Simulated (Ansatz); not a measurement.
The starting structures come from a database of crystals and need not be the phases stable at ambient conditions.

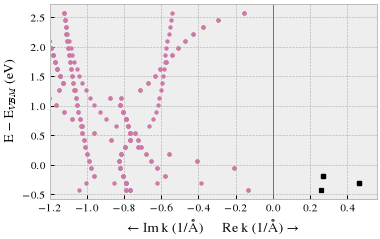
Fig. 1. Complex bands at the centre of the two-dimensional zone; Ansatz (a quantum-chemistry and plane-wave program) with r2SCAN

The gap is the functional's own. No spin-orbit coupling. Mid-gap values are interpolated on the energy grid.

Q: This is CdPdF₆ (R-3, not sure to be the ambient phase, 8 atoms a cell, 13.4 Å³ an atom) along the normal of (001). Read off the slowest decay at the centre of the two-dimensional zone at 1.14 eV, the computed energy nearest the middle of the gap.

A: κ ≈ 0.61 1/Å, a decay length 1/(2κ) of the density of 0.82 Å.
